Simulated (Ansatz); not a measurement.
The calculation's input:

```
crystal:
  periodic: [false, false, false]
  atoms:
    - {symbol: N, position_ang: [-1.112351, 0.625739, -1.116337]}
    - {symbol: Mo, position_ang: [0.208530, 0.089911, -0.136053]}
    - {symbol: N, position_ang: [1.076111, -1.239662, -0.818103]}
    - {symbol: N, position_ang: [-0.550035, -0.520752, 1.540019]}
    - {symbol: O, position_ang: [1.435829, 1.522073, 0.109915]}
    - {symbol: H, position_ang: [-1.710011, 0.593727, -1.930572]}
    - {symbol: H, position_ang: [1.293262, -1.948316, -1.503868]}
    - {symbol: H, position_ang: [-0.202844, -1.325702, 2.037427]}
    - {symbol: H, position_ang: [-1.474002, -0.265274, 1.850813]}
    - {symbol: H, position_ang: [1.118710, 2.417057, -0.030441]}
basis:
  gaussian: {orbitals: def2-TZVPP}
hamiltonian: {xc: pbe0, dispersion: d4}
output: {orbitals: {seedname: orbitals}}
```

Command:

```sh
ansatz run in.yaml --threads 4 --pin off --events-out ev --progress --plain --max-ram 10444MiB
```

Geometry: PBE0-D4/def2-TZVP; core potentials replace the inner electrons of Mo.

Computed with RKS PBE0-D4/def2-TZVPP in Ansatz 0.2.0.

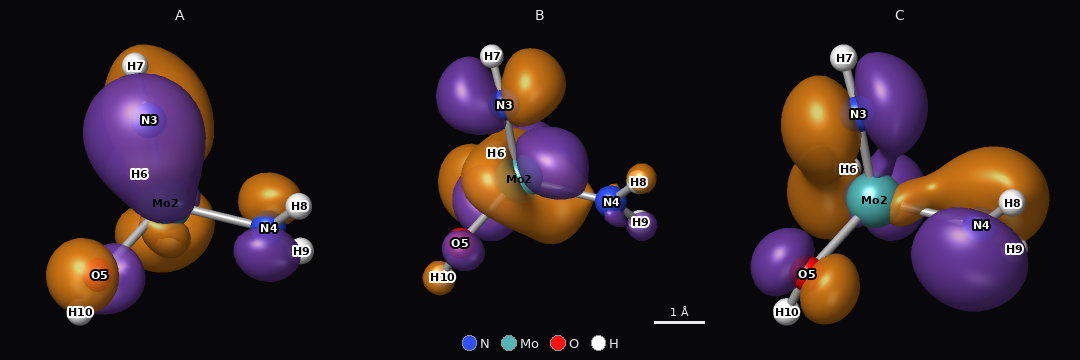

H5MoN3O (SMILES [NH]=[Mo](=[NH])([NH2])[OH]). Three frontier orbitals at ±0.1 Å⁻³ᐟ² (orange and purple are the two phases), in no order.

Which picture is the HOMO−1, the HOMO and the LUMO?

Answer. A is the HOMO−1 (−7.70 eV). Its weight (Hirshfeld) is mainly on N3 (about 50 %), Mo2 (about 15 %), N1 (about 15 %) and O5 (about 10 %); largely a combination of lone pairs on N3, N1 and O5. C is the HOMO (−7.28 eV). By Hirshfeld shares it lies mainly on N4 (about 40 %), N3 (about 20 %), N1 (about 15 %), Mo2 (about 10 %) and O5 (about 10 %); largely a combination of lone pairs on N4, N3, N1 and O5. B is the LUMO (−0.97 eV). By Hirshfeld shares it lies mainly on Mo2 (about 50 %), N1 (about 15 %) and N3 (about 15 %).

What is the HOMO–LUMO gap?

Answer. 6.31 eV between the orbital energies.
